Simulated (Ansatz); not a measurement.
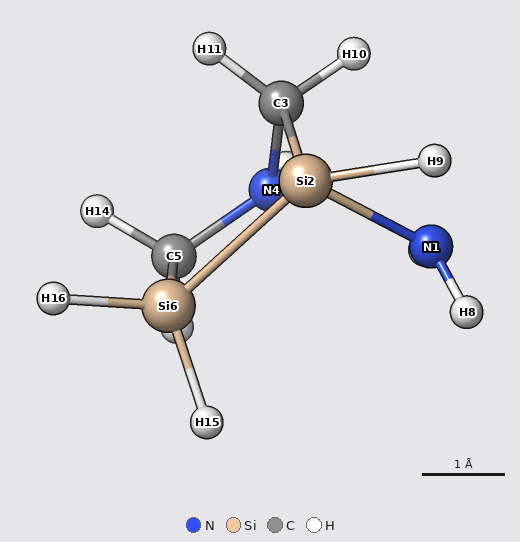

The structure (ball-and-stick view, seen at a tilt; atoms are numbered from 1 in the order of the input).

**C₂H₁₀N₂Si₂: phonon calculation**

C₂H₁₀N₂Si₂, computed with RKS LDA/6-31G (Ansatz 0.2.0).

It belongs to a series of runs on one base structure; here: vibrations at the highest image of the band. Figures and captions count atoms from 1; the log counts them from 0 in places.

Input file:
```yaml
crystal:
  periodic: [false, false, false]
  atoms:
    - { symbol: "N", position_ang: [-0.577162, -1.960598, 0.590685] }
    - { symbol: Si, position_ang: [-0.128343, -0.389675, 1.565086] }
    - { symbol: C, position_ang: [1.412869, -0.11491, 0.390903] }
    - { symbol: "N", position_ang: [0.81753, -0.015815, -0.932146] }
    - { symbol: C, position_ang: [-0.00434, 1.173908, -1.132823] }
    - { symbol: Si, position_ang: [-1.293999, 1.275815, 0.328492] }
    - { symbol: H, position_ang: [-0.206319, -1.906075, -0.382763] }
    - { symbol: H, position_ang: [-1.499058, -2.396044, 0.695157] }
    - { symbol: H, position_ang: [-0.030879, -1.970994, 2.008984] }
    - { symbol: H, position_ang: [2.060811, -1.009304, 0.452391] }
    - { symbol: H, position_ang: [2.007681, 0.780095, 0.693798] }
    - { symbol: H, position_ang: [1.449271, -0.226941, -1.713012] }
    - { symbol: H, position_ang: [-0.536327, 1.114291, -2.099864] }
    - { symbol: H, position_ang: [0.589436, 2.122628, -1.122684] }
    - { symbol: H, position_ang: [-2.664416, 0.792782, -0.117119] }
    - { symbol: H, position_ang: [-1.419657, 2.708137, 0.819114] }
basis:
  gaussian: { orbitals: "6-31G" }
hamiltonian:
  xc: lda
phonons: {}
```

Command:
```bash
ansatz run input.yaml --threads 2 --pin off --max-ram 3072MiB --backend cpu --events-out ev --progress --plain --runs-dir out
```

Output:
```
Engine: ansatz 0.2.0, x86_64-unknown-linux-gnu
Functional definition: SPW92
  exchange = slater_x
  correlation = pw_c
1195 factors; integrals over basis functions are off by at most 1.8e-4 eV
mean field evaluation 1: about -20840.6568 eV, gradient 8.6e1 eV
mean field evaluation 2: about -20729.8702 eV, gradient 2.0e2 eV
mean field evaluation 4: about -20856.0086 eV, gradient 2.3e1 eV
mean field evaluation 8: about -20857.6621 eV, gradient 4.3e-1 eV
mean field evaluation 16: about -20857.6447 eV, gradient 1.3e-4 eV
mean field -20857.64469308 eV, -766.5043046515 hartree, gradient 4.1e-5 eV, S^2 0.000000; 0 other end points of the search recorded, 0 dependent functions left out
the calculation of the forces begins
reference -20857.64472700 eV, -766.5043058978 hartree; 32, 32 occupied and 50, 50 virtual orbitals, 1195 factors
these checks for a lower state are left out or cut short: stability, starts, cluster_reference, orbital_swaps, neighbouring_geometries, increment
1195 factors; integrals over basis functions are off by at most 1.8e-4 eV
mean field -20857.64442759 eV, -766.5042948947 hartree, gradient 1.1e-6 eV, S^2 0.000000; 0 other end points of the search recorded, 0 dependent functions left out
[... from here on the field's lines of each further geometry are left out, up to the last ...]
the calculation of the forces begins
reference -20857.64473689 eV, -766.5043062614 hartree; 32, 32 occupied and 50, 50 virtual orbitals, 1195 factors
these checks for a lower state are left out or cut short: stability, starts, cluster_reference, orbital_swaps, neighbouring_geometries, increment
1195 factors; integrals over basis functions are off by at most 1.8e-4 eV
mean field -20857.64466553 eV, -766.5043036390 hartree, gradient 2.9e-6 eV, S^2 0.000000; 0 other end points of the search recorded, 0 dependent functions left out
the calculation of the forces begins
reference -20857.64469945 eV, -766.5043048853 hartree; 32, 32 occupied and 50, 50 virtual orbitals, 1195 factors
WARN: phonons: modes at or below zero, which the zero-point energy, F, S and C_V leave out: 1, the lowest at -1221.96 cm⁻¹. A minimum has none, and a first-order saddle one
Total energy: -20857.64472700 eV, -766.5043058978 hartree
Atom 0 at    -0.577162    -1.960598     0.590685 Å, force    -0.048050    -0.032273    -0.023610 eV/Å
Atom 1 at    -0.128343    -0.389675     1.565086 Å, force     0.013017     0.020783     0.040440 eV/Å
Atom 2 at     1.412869    -0.114910     0.390903 Å, force     0.029831     0.006597    -0.028441 eV/Å
Atom 3 at     0.817530    -0.015815    -0.932146 Å, force     0.007264    -0.007292     0.017109 eV/Å
Atom 4 at    -0.004340     1.173908    -1.132823 Å, force    -0.007665    -0.000181    -0.008103 eV/Å
Atom 5 at    -1.293999     1.275815     0.328492 Å, force    -0.003506    -0.006817    -0.004876 eV/Å
Atom 6 at    -0.206319    -1.906075    -0.382763 Å, force     0.018001     0.005173     0.001817 eV/Å
Atom 7 at    -1.499058    -2.396044     0.695157 Å, force     0.006530    -0.001024    -0.008413 eV/Å
Atom 8 at    -0.030879    -1.970994     2.008984 Å, force     0.005660     0.030332    -0.000128 eV/Å
Atom 9 at     2.060811    -1.009304     0.452391 Å, force    -0.001397     0.007703    -0.004465 eV/Å
Atom 10 at     2.007681     0.780095     0.693798 Å, force    -0.024186    -0.019996     0.001833 eV/Å
Atom 11 at     1.449271    -0.226941    -1.713012 Å, force     0.000426     0.004259     0.004935 eV/Å
Atom 12 at    -0.536327     1.114291    -2.099864 Å, force     0.004972     0.003780     0.005800 eV/Å
Atom 13 at     0.589436     2.122628    -1.122684 Å, force    -0.009574    -0.013531     0.001568 eV/Å
Atom 14 at    -2.664416     0.792782    -0.117119 Å, force     0.005534     0.003584    -0.002960 eV/Å
Atom 15 at    -1.419657     2.708137     0.819114 Å, force     0.003144    -0.001096     0.007494 eV/Å
Dipole moment:     0.154386    -0.085339    -0.484485 e Å
Vibrations: -1221.96 91.19 128.04 214.31 303.52 345.41 380.76 403.43 439.85 472.35 548.71 582.74 610.69 648.77 656.98 748.82 754.97 811.42 846.82 862.45 868.14 964.30 990.49 1104.77 1176.06 1189.63 1232.70 1244.28 1397.41 1437.61 1450.70 1480.80 1726.79 2081.78 2109.51 2860.95 2889.41 3043.88 3045.56 3223.29 3445.16 3544.94 cm⁻¹, zero-point energy 3.245867 eV
```

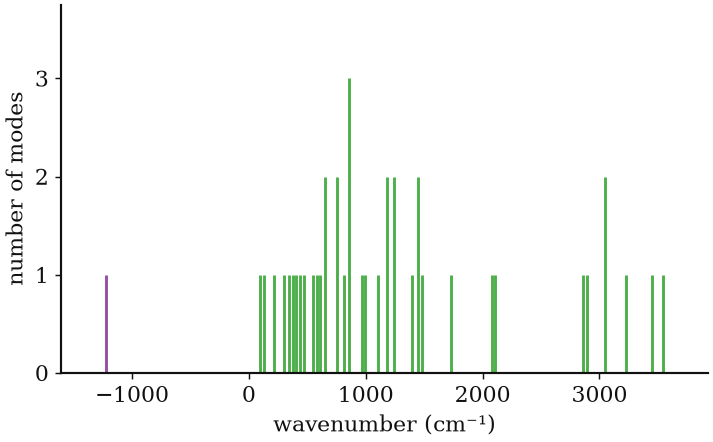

Harmonic vibrational wavenumbers from the force constants; neighbouring modes closer than 22 cm⁻¹ are counted in one stick, and imaginary ones are drawn at negative wavenumbers. 42 modes from 1222i to 3545 cm⁻¹, 1 imaginary beyond 8i (1222i cm⁻¹): a first-order saddle point, if the geometry is stationary.

Key numbers:

| quantity | value |
| --- | --- |
| outcome | converged |
| total energy | −20857.6447 eV |
| mean-field energy | −20857.6447 eV |
| largest force (length of the vector) | 0.063 eV/Å |
| hardware | 2 threads of Intel Xeon (Sapphire Rapids), 16 GiB of memory available, shared host |
| wall time | 2.6 min (CPU time 4.9 min) |
| peak memory | 0.17 GiB |
